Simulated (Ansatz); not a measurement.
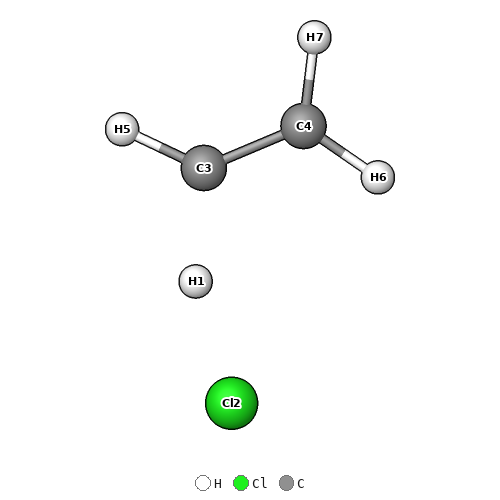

The system is the reacting system C2H4Cl (fragments ClH + C₂H₃ where the first distance is long, C₂H₄Cl where the second is long), spin multiplicity 2; the picture shows the reference structure. The first coordinate is: distance H1–C3 (bond that forms); the second: distance H1–Cl2 (bond that breaks). Relaxed at each point: all other coordinates. The scan uses a 10 × 10 grid. Points are written as (first, second). Energies are in kcal/mol, from a guessed transition structure relaxed with its forming and breaking bonds held. Energies and slopes of some neighbouring points disagree (a jump in structure or state, or too coarse a mesh). Computed with UKS PBE0-D4/def2-SVP (Ansatz).

Its coordinates:

| atom | x (Å) | y (Å) | z (Å) |
| --- | --- | --- | --- |
| H | -1.2025 | -0.3555 | -0.3396 |
| Cl | -2.1513 | -1.7200 | 0.2187 |
| C | 0.0185 | 0.2633 | -0.5582 |
| C | 0.8354 | 0.3773 | 0.4689 |
| H | 0.1181 | 0.5694 | -1.6033 |
| H | 0.5902 | -0.0395 | 1.4499 |
| H | 1.7916 | 0.9051 | 0.3636 |

Range: distance H1–C3 (bond that forms) from 0.963 to 2.763 Å; distance H1–Cl2 (bond that breaks) from 1.197 to 2.997 Å.

Q: What landscape does the calculation give?

A: The lowest grid point is at (1.078 Å, 2.997 Å), −33 kcal/mol from a guessed transition structure relaxed with its forming and breaking bonds held. It lies at the edge of the scanned range, so the true minimum may lie outside. Other grid points that lie below all their neighbours: (1.078 Å, 2.281 Å) (0.06 kcal/mol higher); (1.826 Å, 1.312 Å) (31 kcal/mol higher). The highest grid point, (0.963 Å, 1.197 Å), lies 102 kcal/mol above the lowest.

```csv
"second ↓, first →",0.963,1.078,1.238,1.419,1.616,1.826,2.047,2.278,2.517,2.763
2.997,−24,−33,−15,−1,8,13,12,10,9,9
2.751,−13,−24,−23,−10,3,11,12,10,10,9
2.512,−20,−31,−27,−12,4,12,12,11,10,10
2.281,−24,−33,−26,−8,8,15,14,13,12,11
2.060,−20,−27,−18,7,25,40,51,59,63,67
1.850,−8,−10,−8,4,18,29,37,42,45,47
1.653,10,−6,−8,−1,8,15,20,23,25,26
1.472,20,2,−5,−4,0,3,5,7,8,9
1.312,41,18,5,0,−2,−2,−2,−1,−1,0
1.197,69,42,22,12,7,4,3,3,3,3
```

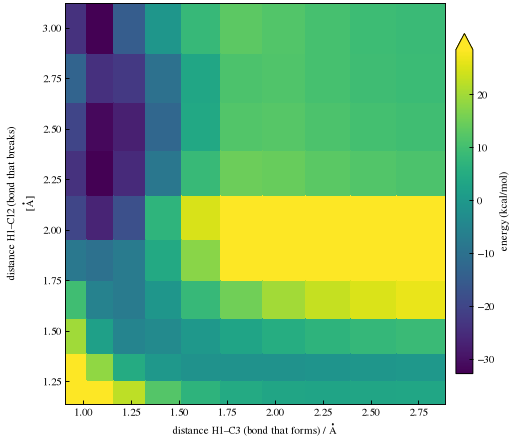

In the figure: one coloured cell a grid point, one colour for all values above the top of the scale.

Time for the 100 points that were run: 66 min on 1 thread of Arm Neoverse N1, with other jobs on the host.
